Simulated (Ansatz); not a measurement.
**Single-point calculation of CH₆NPSi**

CH₆NPSi, computed with RKS revPBE0/aug-pcseg-2 (Ansatz 0.2.0).

The geometry comes from this level: PBE0-D4/def2-TZVP.

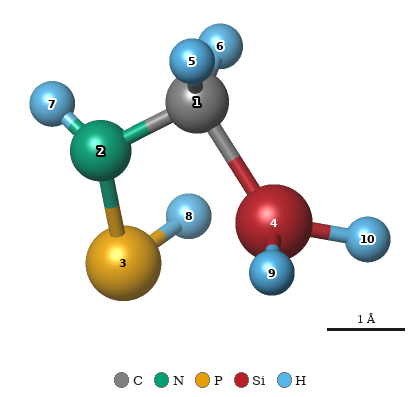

The structure (ball-and-stick view, seen at a tilt; atoms are numbered from 1 in the order of the input).

**Input**
```yaml
crystal:
  periodic: [false, false, false]
  atoms:
    - {symbol: C, position_ang: [-0.517682, 0.718092, -0.232601]}
    - {symbol: N, position_ang: [0.370092, 0.829488, 0.936799]}
    - {symbol: P, position_ang: [0.884060, -0.818421, 1.527875]}
    - {symbol: Si, position_ang: [0.250640, -0.871074, -0.894612]}
    - {symbol: H, position_ang: [-0.438691, 1.597885, -0.916786]}
    - {symbol: H, position_ang: [-1.593685, 0.599516, 0.140653]}
    - {symbol: H, position_ang: [0.026138, 1.410096, 1.612888]}
    - {symbol: H, position_ang: [-0.423885, -1.395778, 1.623100]}
    - {symbol: H, position_ang: [1.409088, -0.571594, -1.871130]}
    - {symbol: H, position_ang: [-0.283339, -1.863207, -1.514731]}
basis:
  gaussian: {orbitals: aug-pcseg-2}
hamiltonian: {xc: {name: revPBE0}}
```

Run as:
```bash
ansatz run in.yaml --threads 2 --pin off --events-out ev --progress --plain --max-ram 4352MiB
```

**The program's output**
```
Functional definition: revPBE0
  name "revPBE0"
  cite "Zhang & Yang, Phys. Rev. Lett. 80, 890 (1998) doi:10.1103/PhysRevLett.80.890"
  cite "Adamo & Barone, J. Chem. Phys. 110, 6158 (1999) doi:10.1063/1.478522"
  cite "Perdew, Burke & Ernzerhof, Phys. Rev. Lett. 77, 3865 (1996) doi:10.1103/PhysRevLett.77.3865"
  parameter a = 0.25
  parameter kappa = 1.245
  parameter beta = 0.06672455060314922
  exchange = (1 - a)*pbe_x(kappa = kappa, mu = beta*pi^2/3) + a*exact_x
  correlation = pbe_c(beta = beta)
1437 factors; their error is unknown
mean field evaluation 1: about -19778.2292 eV, gradient 6.3e1 eV
mean field evaluation 2: about -19740.3075 eV, gradient 1.3e2 eV
mean field evaluation 4: about -19786.6692 eV, gradient 1.0e1 eV
mean field evaluation 8: about -19786.9230 eV, gradient 1.8e-1 eV
mean field evaluation 16: about -19787.0012 eV, gradient 2.0e-4 eV
mean field -19787.00117251 eV, -727.1588809785 hartree, gradient 5.0e-5 eV, S^2 0.000000; 0 other end points of the search recorded, 0 dependent functions left out
reference -19787.00123647 eV, -727.1588833293 hartree; 24, 24 occupied and 306, 306 virtual orbitals, 1437 factors
Total energy: -19787.00123647 eV, -727.1588833293 hartree
```

**Summary**

- outcome: converged
- total energy: −19787.0012 eV
- SCF solution under orbital rotations: stable
- hardware: 2 threads of Arm Neoverse V2, 23 GiB of memory available, shared host
- wall time: 7.5 s (CPU time 14 s)
- peak memory: 0.78 GiB
